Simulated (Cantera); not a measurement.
Feed: 1 mol SiH4, 2.2 mol HCl, 130 mol H2, equilibrated at 1.00 bar.

Method: chemical equilibrium by Gibbs-energy minimisation in Cantera with the NASA 1993 tables (ideal gas, pure condensed phases). Candidate condensed phases: Si; 19 gas species. The tables' values for SiCl3 are old estimates; treat these amounts as uncertain. Rates play no part.

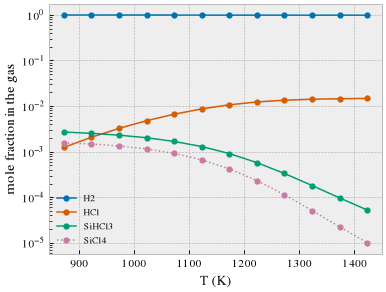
Figure. Equilibrium gas composition (values under 1e-9 drawn at 1e-9)

Read off the mole fractions at 1023 K.

H2 about 0.99, HCl about 0.0048, SiHCl3 about 0.0020, SiCl4 about 0.0011.
